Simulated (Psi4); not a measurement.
**UHF/3-21G run of InNH2Cl (SMILES [NH2][In][Cl])**

What is the energy change on altering one bond length of InNH2Cl at UHF/3-21G? 

Program for the calculation: Psi4 1.11.

4 further runs of the same task are left out: 3 that didn't finish, 1 set aside as unsound or not needed.

## Step 1: The system as given

InNH2Cl: 5 atoms, total charge 0, spin state doublet. SMILES: `[NH2][In][Cl]`. Geometry: relaxed at PBE0-D4/def2-TZVP. This is one conformer, not always the lowest.

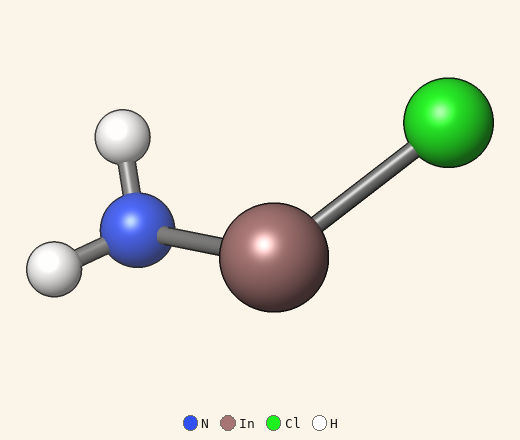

Viewed from a chosen angle; nitrogen blue, indium brown, chlorine green, hydrogen white.

## Step 2: Energy and forces at UHF/3-21G

job.inp reads:

```
memory 2.2 GB

molecule geom {
  0 2
  N
  In 1 2.072358
  Cl 2 2.369007 1 113.1207
  H 1 1.014642 2 113.009 3 -164.07964
  H 1 1.017033 4 107.38364 2 -121.86895
  symmetry c1
}

set {
  basis 3-21G
  reference uhf
  puream true
  e_convergence 1e-09
  d_convergence 1e-08
  scf_type pk
  maxiter 100
}

energy_value, wavefunction = gradient("scf", return_wfn=True)
oeprop(wavefunction, "DIPOLE", "WIBERG_LOWDIN_INDICES", "MAYER_INDICES")
```

On the command line:

```bash
psi4 -n 1 job.inp job.out
```

job.out:

```text
[...]
  Running in c1 symmetry.
[...]
  Nuclear repulsion =  322.390372506973449
[...]
  Multiplicity = 2
[...]
  Nalpha       = 38
  Nbeta        = 37
[...]
    Number of basis functions: 57
[...]
   @UHF iter   1: -6227.11240101338262   -3.77076e+00   1.03922e-02 ADIIS/DIIS
[...]
   @UHF iter  16: -6227.39852785096446   -2.72848e-12   7.27155e-09 DIIS
[...]
   @S^2 Observed:                7.636655856E-01
[...]
    Orbital Energies [Eh]
    ---------------------
    Alpha Occupied:
       1A   -991.733133     2A   -148.703041     3A   -138.133890
       4A   -138.133823     5A   -138.133130     6A   -104.057640
       7A    -29.586959     8A    -25.127499     9A    -25.126124
      10A    -25.123244    11A    -17.528327    12A    -17.527893
      13A    -17.526033    14A    -17.525004    15A    -17.524701
      16A    -15.465167    17A    -10.450173    18A     -7.914654
      19A     -7.910243    20A     -7.910134    21A     -5.035147
      22A     -3.504849    23A     -3.503359    24A     -3.497613
      25A     -1.162528    26A     -1.145537    27A     -1.133657
      28A     -1.128530    29A     -1.128217    30A     -1.085122
      31A     -1.029083    32A     -0.629335    33A     -0.557495
      34A     -0.477585    35A     -0.435818    36A     -0.432620
[...]
  @UHF Final Energy: -6227.39852785096446
   => Energetics <=
    Nuclear Repulsion Energy =            322.3903725069734492
    One-Electron Energy =               -9244.6093713025002216
    Two-Electron Energy =                2694.8204709445617482
    Total Energy =                      -6227.3985278509644559
  UHF NO Occupations:
  HONO-2 :   36  A 1.9995308
  HONO-1 :   37  A 1.9940414
[...]
  -Total Gradient:
     Atom            X                  Y                   Z
    ------   -----------------  -----------------  -----------------
       1       -0.020620457314    -0.004131206506    -0.018486946314
       2        0.005919287148    -0.020081281781     0.016192282389
       3       -0.000429004247     0.020240036493    -0.008375883728
       4        0.007093066351     0.002094030407     0.004258310309
       5        0.008037108064     0.001878421811     0.006412237338
[...]
 Multipole Moments:
 ------------------------------------------------------------------------------------
     Multipole            Electronic (a.u.)      Nuclear  (a.u.)        Total (a.u.)
 ------------------------------------------------------------------------------------
 L = 1.  Multiply by 2.5417464519 to convert [e a0] to [Debye]
 Dipole X            :         -0.3501221            0.9434861            0.5933640
 Dipole Y            :          6.4825623           -4.6849890            1.7975732
 Dipole Z            :          5.0570029           -5.5624962           -0.5054933
 Magnitude           :                                                    1.9593044
[...]
```

Wall time 7.8 s (1 thread of Intel Xeon at 2.50GHz (Skylake/Cascade Lake), shared host); peak memory 0.2 GiB.

## Step 3: The distorted shape: a single-point energy at UHF/3-21G

job.py reads:

```python
import psi4

psi4.set_memory('2200 MB')
psi4.set_num_threads(1)
psi4.set_output_file('clh2inn.out', False)

m = psi4.geometry("""
0 2
N     -1.044142     1.305446    -1.079895
In    -1.313142    -0.720954    -0.739295
Cl     1.391500    -2.211500     1.018700
H     -1.901242     1.780646    -1.342695
H     -0.689242     1.760046    -0.242195
symmetry c1
""")

options = {'basis': '3-21G', 'reference': 'uhf', 'puream': True, 'e_convergence': 1e-09, 'd_convergence': 1e-08, 'scf_type': 'pk', 'maxiter': 100}
psi4.set_options(options)

e_tot, wfn = psi4.energy("hf", return_wfn=True)
psi4.oeprop(wfn, "WIBERG_LOWDIN_INDICES", "MULLIKEN_CHARGES", "MAYER_INDICES", title="HF")
print(f'total energy {e_tot:.8f} hartree = {e_tot * 27.211386:.5f} eV')
```

On the command line:

```bash
python job.py
```

clh2inn.out (excerpt; [...] marks lines left out):

```text
[...]
  Running in c1 symmetry.
[...]
  Nuclear repulsion =  255.750561289725027
[...]
  Multiplicity = 2
[...]
  Nalpha       = 38
  Nbeta        = 37
[...]
    Number of basis functions: 57
[...]
   @UHF iter   1: -6227.03972575994430   -4.22291e+00   1.06816e-02 ADIIS/DIIS
[...]
   @UHF iter  46: -6227.33160089229659   -1.81899e-12   5.64736e-09 DIIS
[...]
   @S^2 Observed:                8.843562338E-01
[...]
  @UHF Final Energy: -6227.33160089229659
   => Energetics <=
    Nuclear Repulsion Energy =            255.7505612897250273
    One-Electron Energy =               -9111.8020123548121774
    Two-Electron Energy =                2628.7198501727898474
    Total Energy =                      -6227.3316008922965921
  UHF NO Occupations:
  HONO-2 :   36  A 1.9970594
  HONO-1 :   37  A 1.9339513
[...]
 Multipole Moments:
 ------------------------------------------------------------------------------------
     Multipole            Electronic (a.u.)      Nuclear  (a.u.)        Total (a.u.)
 ------------------------------------------------------------------------------------
 L = 1.  Multiply by 2.5417464519 to convert [e a0] to [Debye]
 Dipole X            :         -8.4701812            6.4615831           -2.0085981
 Dipole Y            :         -3.3408598            4.3347744            0.9939146
 Dipole Z            :         -4.0108441            3.4148799           -0.5959642
 Magnitude           :                                                    2.3189451
[...]
  Mulliken Charges: (a.u.)
   Center  Symbol    Alpha    Beta     Spin     Total
       1     N     4.06001  3.92021  0.13980 -0.98022
       2    IN    24.25946 24.04106  0.21840  0.69949
       3    CL     8.98514  8.32759  0.65755 -0.31273
       4     H     0.34617  0.35984 -0.01367  0.29400
       5     H     0.34923  0.35130 -0.00207  0.29947
   Total alpha = 38.00000, Total beta = 37.00000, Total charge = -0.00000
  Mayer Bond Indices:
  Total Bond Index:
[...]
```

The script printed:

```text
total energy -6227.33160089 hartree = -169454.32394 eV
```

Wall time 6.3 s (1 thread of Intel Xeon at 2.50GHz (Skylake/Cascade Lake), shared host); peak memory 0.2 GiB.

## Step 4: What came out

At UHF/3-21G:

```
                                                           quantity           value
                                          first shape: total energy  -6227.39853 Eh
                                         first shape: dipole moment          4.98 D
                    first shape: HOMO energy (highest over α and β)        -8.68 eV
                     first shape: LUMO energy (lowest over α and β)        -0.28 eV
                                                  first shape: ⟨S²⟩           0.764
                              first shape: largest force on an atom      1.440 eV/Å
                                      distorted shape: total energy  -6227.33160 Eh
                                     distorted shape: dipole moment          5.89 D
                distorted shape: HOMO energy (highest over α and β)        -7.92 eV
                 distorted shape: LUMO energy (lowest over α and β)        -1.63 eV
                                              distorted shape: ⟨S²⟩           0.884
energy change with the In2–Cl3 bond stretched from 2.369 to 3.553 Å        1.821 eV
```

With the In2–Cl3 bond stretched from 2.369 to 3.553 Å the energy rises by 1.82 eV (176 kJ/mol). The first shape isn't relaxed at this level, so the change isn't measured from a minimum. The largest force (first shape) is 1.44 eV/Å: the shape isn't a stationary point for this species at this level. Relativity is left out (first shape) although the molecule holds a heavy atom. ⟨S²⟩ (distorted shape) is 0.88 where a pure doublet has 0.75: the reference is spin-contaminated. Relativity is left out (distorted shape) although the molecule holds a heavy atom.
